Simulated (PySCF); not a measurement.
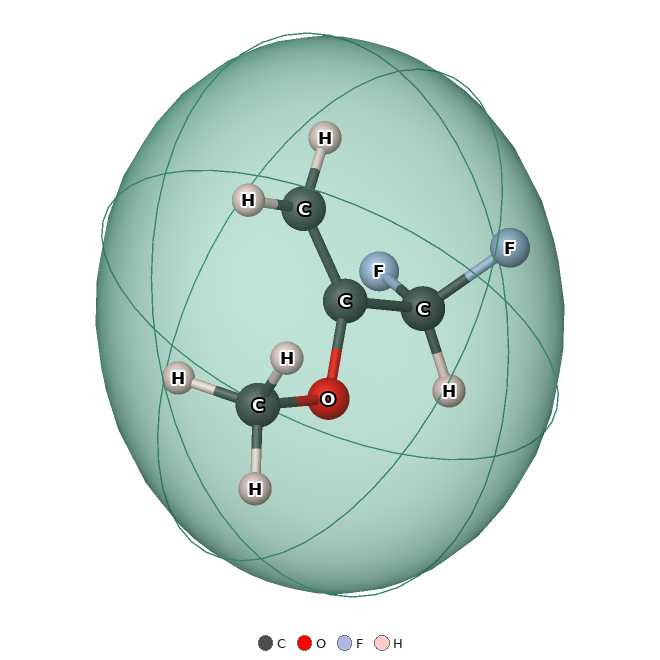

The ellipsoid shows the static dipole polarisability: its half-axes are proportional to the principal values. The computed structure is the end point of a GFN2-xTB optimisation. No frequency run is at hand to confirm it as a minimum. Method: B3LYP/def2-SVPD (PySCF 2.14.0).

Question. How large and how anisotropic is the polarisability?

Answer. Principal values 45.6, 60.1, 63.6 bohr³; mean 56.4 bohr³ (8.36 Å³); anisotropy 16.5 bohr³, so the longest axis is 1.39 times the shortest.
